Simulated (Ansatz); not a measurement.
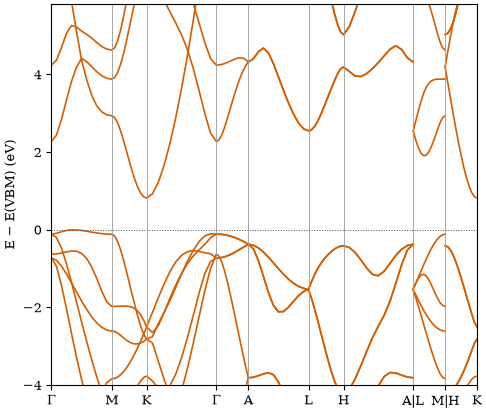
*Band structure from DFT-r²SCAN in the program Ansatz with PAW potentials*

Q: Read off the gap and where the band edges lie.

A: About 0.8 eV (0.82 eV by a search for the band edges); maximum on the Γ–M line, 36 % of the way from Γ, minimum at K.

The material is ZnS (NiAs type, P6_3/mmc).

A made-up cell: these elements were put on the sites of a structure type; neither database checked (COD, Materials Project) lists it. It is not the phase usual at ambient conditions (space group No. 186, 216). The r²SCAN relaxation kept the symmetry of its start; its stability against distortions is not shown here.

Potentials: the later of the program's two PAW sets.
